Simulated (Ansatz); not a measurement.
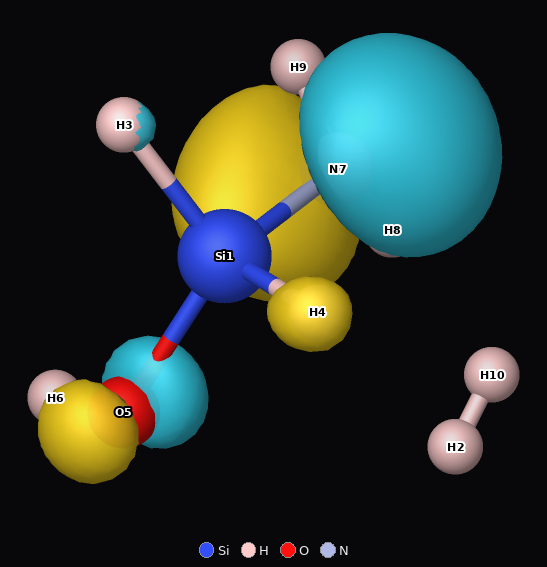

*H5NOSi···H2. The HOMO at ±0.15 Å⁻³ᐟ² (yellow and cyan are the two phases), seen at a tilt.*

Not at a stationary point (largest force 1.5 eV/Å).

Computed with RKS B3LYP-D4/6-31G* (Ansatz 0.2.0).

Input

```
crystal:
  periodic: [false, false, false]
  atoms:
    - { symbol: Si, position_ang: [0.0, 0.0, 0.0] }
    - { symbol: H, position_ang: [0.0, 0.0, 1.81] }
    - { symbol: H, position_ang: [1.3768, 0.0, -0.4862] }
    - { symbol: H, position_ang: [-0.6877, 1.1914, -0.4862] }
    - { symbol: O, position_ang: [-0.7913, -1.3709, -0.5594] }
    - { symbol: H, position_ang: [-1.2459, -1.8365, 0.2129] }
    - { symbol: "N", position_ang: [1.1065, -1.6802, 0.6685] }
    - { symbol: H, position_ang: [0.6674, -2.6449, 0.6516] }
    - { symbol: H, position_ang: [2.0989, -1.5558, 1.0196] }
    - { symbol: H, position_ang: [0.5459, -0.829, 1.7642] }
basis:
  gaussian: { orbitals: "6-31G*" }
hamiltonian:
  xc: b3lyp
  dispersion: d4
relax:
  f_tol: 0.15
  max_steps: 25
  restrain:
    - { distance: [0, 6], at: 1.82, k: 30.0 }
    - { distance: [9, 1], at: 0.66, k: 30.0 }
    - { distance: [0, 1], at: 2.66, k: 30.0 }
    - { distance: [9, 6], at: 2.26, k: 30.0 }
output:
  orbitals: {}
```

Run with:

```sh
ansatz run input.yaml --threads 1 --pin off --max-ram 2048MiB --backend cpu --events-out ev --progress --plain --runs-dir out
```

The fields are those of the run's last geometry, not of the input's.

> Where does this orbital lie, and at what energy?

Its weight (Hirshfeld) is mainly on N7 (about 65 %) and O5 (about 5 %); largely a lone pair of N7. Its energy is −6.92 eV.
